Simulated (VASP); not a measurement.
Band structure of ScBi (space group P6_3/mmc). All values below come from PBE GGA, VASP's PBE PAW potentials (set 64) (plane waves; VASP).

Unless said otherwise, spin-orbit coupling is left out, though it shifts the bands of the heavy elements here.

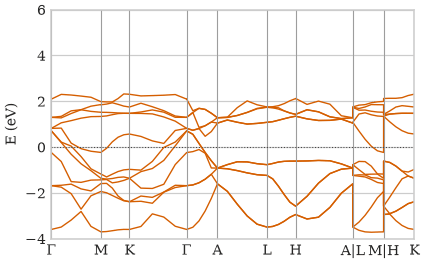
Figure: Bands along high-symmetry lines, zero at the valence-band maximum or, without a gap, the Fermi level

### Question
Read the plot: is there a gap, and where are the band edges?

### Answer
It has no gap at this level: it comes out as a metal or semimetal.

The structure was generated: ScBi was put into an ordered model structure, which need not be its known phase. The cell was not relaxed at this level. The k-mesh is coarse (spacing up to 0.32 per Å, 2π included), so the numbers may not be converged in it.
